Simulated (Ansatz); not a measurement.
| atom | x (Å) | y (Å) | z (Å) |
| --- | --- | --- | --- |
| Si | 1.2521 | -0.2380 | -0.4261 |
| O | 0.3646 | 2.1041 | -1.1535 |
| O | -0.3719 | -0.0441 | 0.0226 |
| Si | -1.4354 | -1.0132 | 0.8723 |
| H | 1.4504 | -0.2315 | -1.9097 |
| H | 1.5757 | -1.6310 | 0.0805 |
| H | 0.6557 | 2.6671 | -0.4102 |
| H | 2.1609 | 0.7015 | 0.3156 |
| H | -0.3726 | 1.5728 | -0.7638 |
| H | -1.6260 | -0.4642 | 2.2626 |
| H | -0.8973 | -2.4186 | 0.9554 |
| H | -2.7562 | -1.0052 | 0.1542 |

The calculation used Ansatz 0.2.0, RKS LDA/def2-SVP.

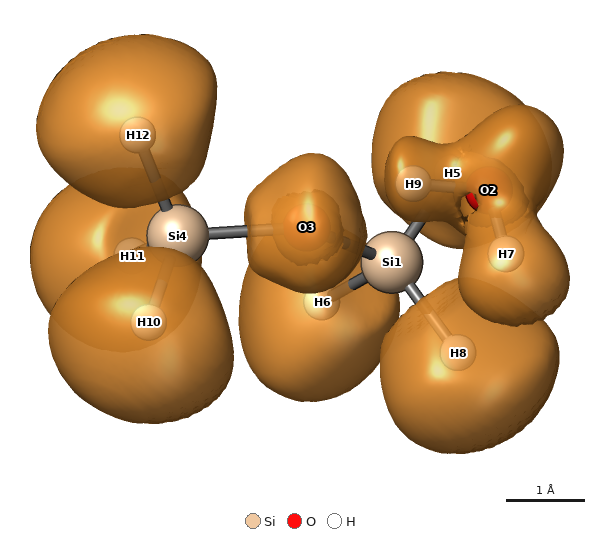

H$_{6}$OSi$_{2}$···H$_{2}$O. Isosurface of the electron localisation function at 0.75 (orange), seen from one side. Only the valence region is drawn (cores and ρ < 0.01 e/Å³ removed).

Q: What do the ELF domains correspond to?

A: At this value the surface marks out six regions around hydrogen nuclei, one region wrapped around O (its lone pairs, merged into a ring or cap) and one joined region spread over several atoms (H, O), in which their bonds and any lone pairs are merged. Along the contacts the grid gives the following. O3···H9 (1.80 Å): the ELF dips to about 0.15 between them; by its geometry a hydrogen bond between the two molecules, with no shared pair. Si–O (1.67 Å): the ELF peaks at about 0.85 between the atoms: a polar covalent bond.
